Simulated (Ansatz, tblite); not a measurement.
# The cluster Al₂SiO₅: rung by rung

Aim: run the singlet of the cluster Al₂SiO₅ at one geometry on many levels, and compare frontier levels, spin and run time.

Program: Ansatz 0.2.0, Gaussian basis. Level of theory: as each input shows. These are calculated values, not measurements.

The runs, in order: GFN1-xTB, GFN2-xTB, PBE-D4/def2-TZVP, r2SCAN-D4/def2-TZVP, BHLYP-D4/def2-TZVP, r2SCANh-D4/def2-TZVP, B2PLYP/def2-TZVP, PBE-D4/def2-SVP, PBE0-D4/def2-SVP, HF/6-31G, B3LYP-D4/6-31G, PBE0-D4/def2-TZVPD, PBE-D4/def2-TZVPD, BHLYP-D4/def2-TZVPD, CCSD(T)/def2-SVP, MP2/def2-TZVP, RPA/def2-TZVP.

2 further runs of the same task are left out: 2 set aside as unsound or not needed. Runs told in other sessions of the task aren't counted.

## 1. The geometry

The geometry is that of the singlet, from an earlier relaxation (PBE-D4/def2-SVP). At that level it is the lowest of the isomers that a small search found.

8 atoms, charge 0, spin multiplicity 1.

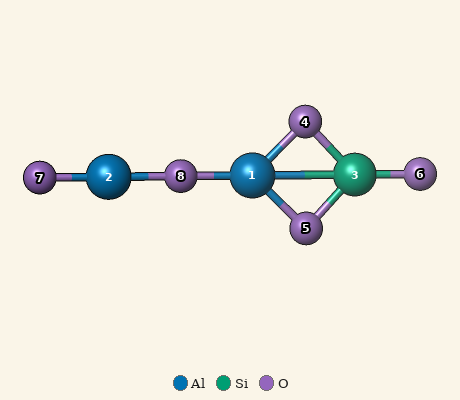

The structure; aluminium blue, silicon teal, oxygen purple; atoms are numbered from 1 in the order of the file.

Geometry (Å):

```xyz
8
Al2O5Si
Al   -0.1020   -0.0601    0.0924
Al    2.2129    1.3009   -1.9646
Si   -1.7527   -1.0304    1.5556
O    -0.8027    0.3721    1.6558
O    -1.1211   -1.5031    0.0532
O    -2.8061   -1.6497    2.4897
O     3.3195    1.9522   -2.9516
O     1.0522    0.6181   -0.9304
```

PBE0-D4/def2-TZVP was run before; its log isn't repeated, and its numbers join the tables.

## 2. GFN1-xTB

Tight binding, by tblite at 300 K electronic temperature and without a spin-polarisation term:

```python
tblite.interface.Calculator('GFN1-xTB', numbers, positions, charge=0, uhf=0).singlepoint()
```

Energy -769.3557 eV, HOMO -13.31 eV, LUMO -9.93 eV; 0.008 s.

## 3. GFN2-xTB

Tight binding, by tblite at 300 K electronic temperature and without a spin-polarisation term:

```python
tblite.interface.Calculator('GFN2-xTB', numbers, positions, charge=0, uhf=0).singlepoint()
```

Energy -667.3715 eV, HOMO -12.35 eV, LUMO -9.83 eV; 0.009 s.

## 4. PBE-D4/def2-TZVP

start.molden holds the orbitals of an earlier run on this state, given as this run's starting guess.

in.yaml reads:

```yaml
crystal:
  periodic: [false, false, false]
  atoms:
    - {symbol: Al, position_ang: [-0.102038, -0.060147, 0.092362]}
    - {symbol: Al, position_ang: [2.212858, 1.300903, -1.964623]}
    - {symbol: Si, position_ang: [-1.752668, -1.030380, 1.555558]}
    - {symbol: O, position_ang: [-0.802658, 0.372149, 1.655843]}
    - {symbol: O, position_ang: [-1.121114, -1.503082, 0.053190]}
    - {symbol: O, position_ang: [-2.806069, -1.649740, 2.489697]}
    - {symbol: O, position_ang: [3.319521, 1.952193, -2.951625]}
    - {symbol: O, position_ang: [1.052168, 0.618104, -0.930401]}
basis:
  gaussian: {orbitals: def2-TZVP, initial_orbitals: start.molden}
hamiltonian: {xc: pbe, dispersion: d4}
scf: {omitted_lower_state_checks: [starts]}
output: {orbitals: {seedname: orbitals}}
```

Launch:

```bash
$ ansatz run in.yaml --threads 4 --pin off --events-out ev --progress --plain --max-ram 4787MiB
```

The log of the run:

```text
Functional definition: PBE
  name "PBE"
  cite "Perdew, Burke & Ernzerhof, Phys. Rev. Lett. 77, 3865 (1996) doi:10.1103/PhysRevLett.77.3865"
  parent pbe
  parameter kappa = 0.804
  parameter beta = 0.06672455060314922
  exchange = pbe_x(kappa = kappa, mu = beta*pi^2/3)
  correlation = pbe_c(beta = beta)
these checks for a lower state are left out or cut short: starts
1525 factors; their error is unknown
mean field evaluation 1: about -31297.2915 eV, gradient 1.5e1 eV
mean field evaluation 2: about -31297.5429 eV, gradient 3.0e-1 eV
mean field evaluation 4: about -31297.5321 eV, gradient 1.0e-1 eV
mean field -31297.53212598 eV, -1150.1630914004 hartree, gradient 5.9e-5 eV, S^2 0.000000; 0 other end points of the search recorded, 0 dependent functions left out
reference -31297.53217876 eV, -1150.1630933403 hartree; 40, 40 occupied and 226, 226 virtual orbitals, 1525 factors
Total energy: -31297.78863677 eV, -1150.1725179983 hartree
Checks for a lower state left out: starts
```

Wall time 3.1 s (4 threads of Arm Neoverse V1, shared host).

From the report: HOMO -6.73 eV, LUMO -4.25 eV.

## 5. r2SCAN-D4/def2-TZVP

in.yaml: that of step 4 with these lines changed.

```diff
@@ -13,4 +13,4 @@
   gaussian: {orbitals: def2-TZVP, initial_orbitals: start.molden}
-hamiltonian: {xc: pbe, dispersion: d4}
+hamiltonian: {xc: r2scan, dispersion: d4}
 scf: {omitted_lower_state_checks: [starts]}
-output: {orbitals: {seedname: orbitals}}
+output: {forces: true, orbitals: {seedname: orbitals}}
```

The command is unchanged.

The log of the run:

```text
Functional definition: r2SCAN
  name "r2SCAN"
  cite "Furness, Kaplan, Ning, Perdew & Sun, J. Phys. Chem. Lett. 11, 8208 (2020) doi:10.1021/acs.jpclett.0c02405"
  cite "Furness, Kaplan, Ning, Perdew & Sun, J. Phys. Chem. Lett. 11, 9248 (2020) doi:10.1021/acs.jpclett.0c03077"
  parent r2scan
  parameter k0 = 0.174
  parameter k1 = 0.065
  parameter a1 = 4.9479
  exchange = r2scan_x(k0 = k0, k1 = k1, a1 = a1)
  correlation = r2scan_c
these checks for a lower state are left out or cut short: starts
1525 factors; their error is unknown
mean field evaluation 1: about -31312.3815 eV, gradient 8.5e0 eV
mean field evaluation 2: about -31312.4369 eV, gradient 8.7e-2 eV
mean field evaluation 4: about -31312.4239 eV, gradient 1.3e-4 eV
mean field -31312.42389002 eV, -1150.7103536351 hartree, gradient 2.1e-5 eV, S^2 0.000000; 0 other end points of the search recorded, 0 dependent functions left out
the calculation of the forces begins
reference -31312.42390627 eV, -1150.7103542322 hartree; 40, 40 occupied and 226, 226 virtual orbitals, 1525 factors
Total energy: -31312.48553324 eV, -1150.7126189815 hartree
Atom 0 at    -0.102038    -0.060147     0.092362 Å, force    -0.166196    -0.097185     0.148683 eV/Å
Atom 1 at     2.212858     1.300903    -1.964623 Å, force     0.053803     0.031835    -0.048821 eV/Å
Atom 2 at    -1.752668    -1.030380     1.555558 Å, force     0.069770     0.041756    -0.060265 eV/Å
Atom 3 at    -0.802658     0.372149     1.655843 Å, force    -0.385344    -1.077418    -0.608308 eV/Å
Atom 4 at    -1.121114    -1.503082     0.053190 Å, force    -0.064401     0.811472     1.005760 eV/Å
Atom 5 at    -2.806069    -1.649740     2.489697 Å, force     1.020956     0.600283    -0.905781 eV/Å
Atom 6 at     3.319521     1.952193    -2.951625 Å, force    -0.582372    -0.342829     0.519892 eV/Å
Atom 7 at     1.052168     0.618104    -0.930401 Å, force     0.053784     0.032087    -0.051160 eV/Å
Dipole moment:     0.182156     0.106619    -0.158527 e Å
Checks for a lower state left out: starts
```

It took 7.5 s on 4 threads of Arm Neoverse V1, shared host.

HOMO -6.94 eV, LUMO -3.91 eV.

## 6. BHLYP-D4/def2-TZVP

in.yaml: that of step 5 with these lines changed.

```diff
@@ -13,4 +13,4 @@
   gaussian: {orbitals: def2-TZVP, initial_orbitals: start.molden}
-hamiltonian: {xc: r2scan, dispersion: d4}
+hamiltonian: {xc: {name: BHLYP}, dispersion: d4}
 scf: {omitted_lower_state_checks: [starts]}
-output: {forces: true, orbitals: {seedname: orbitals}}
+output: {orbitals: {seedname: orbitals}}
```

The command is unchanged.

The log of the run:

```text
Functional definition: BHLYP
  name "BHLYP"
  cite "Becke, J. Chem. Phys. 98, 1372 (1993) doi:10.1063/1.464304"
  cite "Becke, Phys. Rev. A 38, 3098 (1988) doi:10.1103/PhysRevA.38.3098"
  cite "Lee, Yang & Parr, Phys. Rev. B 37, 785 (1988) doi:10.1103/PhysRevB.37.785"
  parameter a = 0.5
  exchange = (1 - a)*b88_x + a*exact_x
  correlation = lyp_c
these checks for a lower state are left out or cut short: starts
1747 factors; their error is unknown
mean field evaluation 1: about -31313.7128 eV, gradient 1.2e1 eV
mean field evaluation 2: about -31313.8679 eV, gradient 2.7e-1 eV
mean field evaluation 4: about -31314.0478 eV, gradient 1.6e-3 eV
mean field -31314.04783779 eV, -1150.7700326147 hartree, gradient 1.3e-5 eV, S^2 0.000000; 0 other end points of the search recorded, 0 dependent functions left out
reference -31314.04804515 eV, -1150.7700402350 hartree; 40, 40 occupied and 226, 226 virtual orbitals, 1747 factors
Total energy: -31314.41267129 eV, -1150.7834399988 hartree
Checks for a lower state left out: starts
```

Run time: 7.5 s. Hardware: 4 threads of Arm Neoverse V1, shared host; peak memory 0.91 GiB.

From the report: HOMO -9.37 eV, LUMO -2.73 eV.

## 7. r2SCANh-D4/def2-TZVP

in.yaml: that of step 6 with these lines changed.

```diff
@@ -13,3 +13,3 @@
   gaussian: {orbitals: def2-TZVP, initial_orbitals: start.molden}
-hamiltonian: {xc: {name: BHLYP}, dispersion: d4}
+hamiltonian: {xc: {name: r2SCANh}, dispersion: d4}
 scf: {omitted_lower_state_checks: [starts]}
```

Same command.

The log of the run:

```text
Functional definition: r2SCANh
  name "r2SCANh"
  cite "Bursch, Neugebauer, Ehlert & Grimme, J. Chem. Phys. 156, 134105 (2022) doi:10.1063/5.0086040"
  cite "Furness, Kaplan, Ning, Perdew & Sun, J. Phys. Chem. Lett. 11, 8208 (2020) doi:10.1021/acs.jpclett.0c02405"
  cite "Furness, Kaplan, Ning, Perdew & Sun, J. Phys. Chem. Lett. 11, 9248 (2020) doi:10.1021/acs.jpclett.0c03077"
  parent r2scan
  parameter a = 0.1
  parameter k0 = 0.174
  parameter k1 = 0.065
  parameter a1 = 4.9479
  exchange = (1 - a)*r2scan_x(k0 = k0, k1 = k1, a1 = a1) + a*exact_x
  correlation = r2scan_c
these checks for a lower state are left out or cut short: starts
1525 factors; their error is unknown
mean field evaluation 1: about -31311.3257 eV, gradient 7.2e0 eV
mean field evaluation 2: about -31311.3672 eV, gradient 4.7e-2 eV
mean field evaluation 4: about -31311.3922 eV, gradient 4.1e-5 eV
mean field -31311.39222810 eV, -1150.6724407586 hartree, gradient 1.5e-5 eV, S^2 0.000000; 0 other end points of the search recorded, 0 dependent functions left out
reference -31311.39224313 eV, -1150.6724413109 hartree; 40, 40 occupied and 226, 226 virtual orbitals, 1525 factors
Total energy: -31311.45974120 eV, -1150.6749218194 hartree
Checks for a lower state left out: starts
```

Run time: 9.5 s. Hardware: 4 threads of Arm Neoverse V1, shared host; peak memory 0.88 GiB.

Report: HOMO -7.46 eV, LUMO -3.65 eV.

## 8. B2PLYP/def2-TZVP

in.yaml: that of step 7 with these lines changed.

```diff
@@ -13,4 +13,3 @@
   gaussian: {orbitals: def2-TZVP, initial_orbitals: start.molden}
-hamiltonian: {xc: {name: r2SCANh}, dispersion: d4}
+hamiltonian: {xc: {name: B2PLYP}}
 scf: {omitted_lower_state_checks: [starts]}
-output: {orbitals: {seedname: orbitals}}
```

The command is unchanged.

The log of the run:

```text
Functional definition: B2PLYP
  name "B2PLYP"
  cite "Grimme, J. Chem. Phys. 124, 034108 (2006) doi:10.1063/1.2148954"
  cite "Becke, Phys. Rev. A 38, 3098 (1988) doi:10.1103/PhysRevA.38.3098"
  cite "Lee, Yang & Parr, Phys. Rev. B 37, 785 (1988) doi:10.1103/PhysRevB.37.785"
  parameter a = 0.53
  parameter c = 0.27
  exchange = (1 - a)*b88_x + a*exact_x
  correlation = (1 - c)*lyp_c + c*(mp2_os + mp2_ss)
these checks for a lower state are left out or cut short: starts
1684 factors; integrals over basis functions are off by at most 1.1e-3 eV
mean field evaluation 1: about -31290.1424 eV, gradient 1.3e1 eV
mean field evaluation 2: about -31290.3455 eV, gradient 3.3e-1 eV
mean field evaluation 4: about -31290.9916 eV, gradient 1.2e-2 eV
mean field evaluation 8: about -31290.9917 eV, gradient 1.1e-6 eV
mean field -31290.99172911 eV, -1149.9227362488 hartree, gradient 9.2e-6 eV, S^2 0.000000; 0 other end points of the search recorded, 0 dependent functions left out
20 core orbitals not correlated: weight in the atoms' cores, before any rotation towards them, 1.000 or more for the frozen orbitals, at most 0.000 for the correlated occupied ones
reference -31290.99192288 eV, -1149.9227433697 hartree; 20, 20 occupied and 226, 226 virtual orbitals, 1684 factors
second order -48.12832354 eV of doubles, -0.00000000 eV of singles
Total energy: -31303.98657023 eV, -1150.4002878519 hartree
Checks for a lower state left out: starts
```

Wall time 10 s (4 threads of Arm Neoverse V1, shared host); peak memory 0.72 GiB.

## 9. PBE-D4/def2-SVP

in.yaml: that of step 8 with these lines changed.

```diff
@@ -12,4 +12,5 @@
 basis:
-  gaussian: {orbitals: def2-TZVP, initial_orbitals: start.molden}
-hamiltonian: {xc: {name: B2PLYP}}
+  gaussian: {orbitals: def2-SVP, initial_orbitals: start.molden}
+hamiltonian: {xc: pbe, dispersion: d4}
 scf: {omitted_lower_state_checks: [starts]}
+output: {orbitals: {seedname: orbitals}}
```

Launched as before.

The log of the run:

```text
Functional definition: PBE
  name "PBE"
  cite "Perdew, Burke & Ernzerhof, Phys. Rev. Lett. 77, 3865 (1996) doi:10.1103/PhysRevLett.77.3865"
  parent pbe
  parameter kappa = 0.804
  parameter beta = 0.06672455060314922
  exchange = pbe_x(kappa = kappa, mu = beta*pi^2/3)
  correlation = pbe_c(beta = beta)
these checks for a lower state are left out or cut short: starts
1297 factors; their error is unknown
mean field evaluation 1: about -31276.0248 eV, gradient 1.5e1 eV
mean field evaluation 2: about -31276.7096 eV, gradient 5.3e-1 eV
mean field evaluation 4: about -31276.6370 eV, gradient 7.1e-2 eV
mean field -31276.63702889 eV, -1149.3952107459 hartree, gradient 1.9e-5 eV, S^2 0.000000; 0 other end points of the search recorded, 0 dependent functions left out
reference -31276.63707153 eV, -1149.3952123127 hartree; 40, 40 occupied and 84, 84 virtual orbitals, 1297 factors
Total energy: -31276.89352954 eV, -1149.4046369707 hartree
Checks for a lower state left out: starts
```

Wall time 1.4 s (4 threads of Arm Neoverse V1, shared host).

Report: HOMO -6.55 eV, LUMO -4.00 eV.

## 10. PBE0-D4/def2-SVP

in.yaml: that of step 9 with these lines changed.

```diff
@@ -13,3 +13,3 @@
   gaussian: {orbitals: def2-SVP, initial_orbitals: start.molden}
-hamiltonian: {xc: pbe, dispersion: d4}
+hamiltonian: {xc: pbe0, dispersion: d4}
 scf: {omitted_lower_state_checks: [starts]}
```

Same command.

The log of the run:

```text
Functional definition: PBE0
  name "PBE0"
  cite "Adamo & Barone, J. Chem. Phys. 110, 6158 (1999) doi:10.1063/1.478522"
  cite "Perdew, Burke & Ernzerhof, Phys. Rev. Lett. 77, 3865 (1996) doi:10.1103/PhysRevLett.77.3865"
  parent pbe
  parameter a = 0.25
  parameter kappa = 0.804
  parameter beta = 0.06672455060314922
  exchange = (1 - a)*pbe_x(kappa = kappa, mu = beta*pi^2/3) + a*exact_x
  correlation = pbe_c(beta = beta)
these checks for a lower state are left out or cut short: starts
1115 factors; integrals over basis functions are off by at most 5.9e-4 eV
mean field evaluation 1: about -31277.1944 eV, gradient 1.3e1 eV
mean field evaluation 2: about -31277.5532 eV, gradient 2.6e-1 eV
mean field evaluation 4: about -31277.6868 eV, gradient 1.0e-3 eV
mean field -31277.68677415 eV, -1149.4337881725 hartree, gradient 1.8e-5 eV, S^2 0.000000; 0 other end points of the search recorded, 0 dependent functions left out
reference -31277.68680626 eV, -1149.4337893524 hartree; 40, 40 occupied and 84, 84 virtual orbitals, 1115 factors
Total energy: -31277.90644673 eV, -1149.4418609907 hartree
Checks for a lower state left out: starts
```

Wall time 1.9 s (4 threads of Arm Neoverse V1, shared host).

From the report: HOMO -7.90 eV, LUMO -3.23 eV.

## 11. HF/6-31G

in.yaml: that of step 10 with these lines changed.

```diff
@@ -12,4 +12,4 @@
 basis:
-  gaussian: {orbitals: def2-SVP, initial_orbitals: start.molden}
-hamiltonian: {xc: pbe0, dispersion: d4}
+  gaussian: {orbitals: 6-31G}
+hamiltonian: {xc: hf}
 scf: {omitted_lower_state_checks: [starts]}
```

Same command.

The log of the run:

```text
Functional definition: HF
  name "HF"
  cite "Fock, Z. Phys. 61, 126 (1930) doi:10.1007/BF01340294"
  parent pbe
  exchange = exact_x
  correlation = 0
these checks for a lower state are left out or cut short: starts
793 factors; integrals over basis functions are off by at most 8.0e-5 eV
mean field evaluation 1: about -31197.2765 eV, gradient 8.1e1 eV
mean field evaluation 2: about -31197.4937 eV, gradient 8.2e1 eV
mean field evaluation 4: about -31210.6649 eV, gradient 1.5e1 eV
mean field evaluation 8: about -31211.2179 eV, gradient 1.2e0 eV
mean field evaluation 16: about -31211.2223 eV, gradient 1.5e-5 eV
mean field -31211.22233533 eV, -1146.9912650972 hartree, gradient 1.5e-5 eV, S^2 0.000000; 0 other end points of the search recorded, 0 dependent functions left out
reference -31211.22233533 eV, -1146.9912650972 hartree; 40, 40 occupied and 44, 44 virtual orbitals, 793 factors
Total energy: -31211.22233533 eV, -1146.9912650972 hartree
Checks for a lower state left out: starts
```

It took 0.45 s on 4 threads of Arm Neoverse V1, shared host.

From the report: HOMO -11.68 eV, LUMO -0.66 eV.

## 12. B3LYP-D4/6-31G

in.yaml: that of step 11 with these lines changed.

```diff
@@ -13,3 +13,3 @@
   gaussian: {orbitals: 6-31G}
-hamiltonian: {xc: hf}
+hamiltonian: {xc: {name: B3LYP}, dispersion: d4}
 scf: {omitted_lower_state_checks: [starts]}
```

The command is unchanged.

The log of the run:

```text
Functional definition: B3LYP
  name "B3LYP"
  cite "Stephens, Devlin, Chabalowski & Frisch, J. Phys. Chem. 98, 11623 (1994) doi:10.1021/j100096a001"
  cite "Becke, Phys. Rev. A 38, 3098 (1988) doi:10.1103/PhysRevA.38.3098"
  cite "Lee, Yang & Parr, Phys. Rev. B 37, 785 (1988) doi:10.1103/PhysRevB.37.785"
  cite "Vosko, Wilk & Nusair, Can. J. Phys. 58, 1200 (1980) doi:10.1139/p80-159"
  parameter a0 = 0.2
  parameter ax = 0.72
  parameter ac = 0.81
  exchange = (1 - a0 - ax)*slater_x + ax*b88_x + a0*exact_x
  correlation = (1 - ac)*vwn_rpa_c + ac*lyp_c
these checks for a lower state are left out or cut short: starts
793 factors; integrals over basis functions are off by at most 8.0e-5 eV
mean field evaluation 1: about -31272.8750 eV, gradient 1.3e2 eV
mean field evaluation 2: about -31030.3052 eV, gradient 2.8e2 eV
mean field evaluation 4: about -31304.6669 eV, gradient 2.0e1 eV
mean field evaluation 8: about -31306.0452 eV, gradient 2.3e0 eV
mean field evaluation 16: about -31306.1592 eV, gradient 8.6e-3 eV
mean field -31306.15920274 eV, -1150.4801306238 hartree, gradient 3.2e-5 eV, S^2 0.000000; 0 other end points of the search recorded, 0 dependent functions left out
reference -31306.15951321 eV, -1150.4801420333 hartree; 40, 40 occupied and 44, 44 virtual orbitals, 793 factors
Total energy: -31306.57721357 eV, -1150.4954922383 hartree
Checks for a lower state left out: starts
```

Run time: 1.4 s. Hardware: 4 threads of Arm Neoverse V1, shared host.

Report: HOMO -8.00 eV, LUMO -3.80 eV.

## 13. PBE0-D4/def2-TZVPD

in.yaml: that of step 12 with these lines changed.

```diff
@@ -12,4 +12,4 @@
 basis:
-  gaussian: {orbitals: 6-31G}
-hamiltonian: {xc: {name: B3LYP}, dispersion: d4}
+  gaussian: {orbitals: def2-TZVPD, initial_orbitals: start.molden}
+hamiltonian: {xc: pbe0, dispersion: d4}
 scf: {omitted_lower_state_checks: [starts]}
```

Same command.

The log of the run:

```text
Functional definition: PBE0
  name "PBE0"
  cite "Adamo & Barone, J. Chem. Phys. 110, 6158 (1999) doi:10.1063/1.478522"
  cite "Perdew, Burke & Ernzerhof, Phys. Rev. Lett. 77, 3865 (1996) doi:10.1103/PhysRevLett.77.3865"
  parent pbe
  parameter a = 0.25
  parameter kappa = 0.804
  parameter beta = 0.06672455060314922
  exchange = (1 - a)*pbe_x(kappa = kappa, mu = beta*pi^2/3) + a*exact_x
  correlation = pbe_c(beta = beta)
these checks for a lower state are left out or cut short: starts
1804 factors; their error is unknown
mean field evaluation 1: about -31298.4519 eV, gradient 8.2e0 eV
mean field evaluation 2: about -31298.5417 eV, gradient 1.3e-1 eV
mean field evaluation 4: about -31298.6048 eV, gradient 3.5e-4 eV
mean field -31298.60475522 eV, -1150.2025097979 hartree, gradient 2.1e-5 eV, S^2 0.000000; 0 other end points of the search recorded, 0 dependent functions left out
reference -31298.60480805 eV, -1150.2025117396 hartree; 40, 40 occupied and 289, 289 virtual orbitals, 1804 factors
Total energy: -31298.82444852 eV, -1150.2105833779 hartree
Checks for a lower state left out: starts
```

It took 13 s on 4 threads of Arm Neoverse V1, shared host; peak memory 1.3 GiB.

HOMO -8.12 eV, LUMO -3.53 eV.

## 14. PBE-D4/def2-TZVPD

in.yaml: that of step 13 with these lines changed.

```diff
@@ -13,3 +13,3 @@
   gaussian: {orbitals: def2-TZVPD, initial_orbitals: start.molden}
-hamiltonian: {xc: pbe0, dispersion: d4}
+hamiltonian: {xc: pbe, dispersion: d4}
 scf: {omitted_lower_state_checks: [starts]}
```

The command is unchanged.

The log of the run:

```text
Functional definition: PBE
  name "PBE"
  cite "Perdew, Burke & Ernzerhof, Phys. Rev. Lett. 77, 3865 (1996) doi:10.1103/PhysRevLett.77.3865"
  parent pbe
  parameter kappa = 0.804
  parameter beta = 0.06672455060314922
  exchange = pbe_x(kappa = kappa, mu = beta*pi^2/3)
  correlation = pbe_c(beta = beta)
these checks for a lower state are left out or cut short: starts
1723 factors; their error is unknown
mean field evaluation 1: about -31297.2858 eV, gradient 1.8e1 eV
mean field evaluation 2: about -31297.6427 eV, gradient 4.4e-1 eV
mean field evaluation 4: about -31297.6386 eV, gradient 1.4e-1 eV
mean field evaluation 8: about -31297.6386 eV, gradient 1.8e-5 eV
mean field -31297.63864283 eV, -1150.1670058225 hartree, gradient 1.8e-5 eV, S^2 0.000000; 0 other end points of the search recorded, 0 dependent functions left out
reference -31297.63871027 eV, -1150.1670083009 hartree; 40, 40 occupied and 289, 289 virtual orbitals, 1723 factors
Total energy: -31297.89516828 eV, -1150.1764329589 hartree
Checks for a lower state left out: starts
```

Run time: 7.6 s. Hardware: 4 threads of Arm Neoverse V1, shared host; peak memory 0.62 GiB.

HOMO -6.79 eV, LUMO -4.32 eV.

## 15. BHLYP-D4/def2-TZVPD

in.yaml: that of step 14 with these lines changed.

```diff
@@ -13,3 +13,3 @@
   gaussian: {orbitals: def2-TZVPD, initial_orbitals: start.molden}
-hamiltonian: {xc: pbe, dispersion: d4}
+hamiltonian: {xc: {name: BHLYP}, dispersion: d4}
 scf: {omitted_lower_state_checks: [starts]}
```

Same command.

The log of the run:

```text
Functional definition: BHLYP
  name "BHLYP"
  cite "Becke, J. Chem. Phys. 98, 1372 (1993) doi:10.1063/1.464304"
  cite "Becke, Phys. Rev. A 38, 3098 (1988) doi:10.1103/PhysRevA.38.3098"
  cite "Lee, Yang & Parr, Phys. Rev. B 37, 785 (1988) doi:10.1103/PhysRevB.37.785"
  parameter a = 0.5
  exchange = (1 - a)*b88_x + a*exact_x
  correlation = lyp_c
these checks for a lower state are left out or cut short: starts
1968 factors; their error is unknown
mean field evaluation 1: about -31313.7610 eV, gradient 1.4e1 eV
mean field evaluation 2: about -31314.0022 eV, gradient 4.0e-1 eV
mean field evaluation 4: about -31314.1343 eV, gradient 2.3e-1 eV
mean field evaluation 8: about -31314.1343 eV, gradient 1.1e-5 eV
mean field -31314.13434522 eV, -1150.7732117041 hartree, gradient 1.1e-5 eV, S^2 0.000000; 0 other end points of the search recorded, 0 dependent functions left out
reference -31314.13458121 eV, -1150.7732203767 hartree; 40, 40 occupied and 289, 289 virtual orbitals, 1968 factors
Total energy: -31314.49920736 eV, -1150.7866201405 hartree
Checks for a lower state left out: starts
```

It took 15 s on 4 threads of Arm Neoverse V1, shared host; peak memory 1.4 GiB.

Report: HOMO -9.42 eV, LUMO -2.84 eV.

(Part 1 of 2 ends here.)
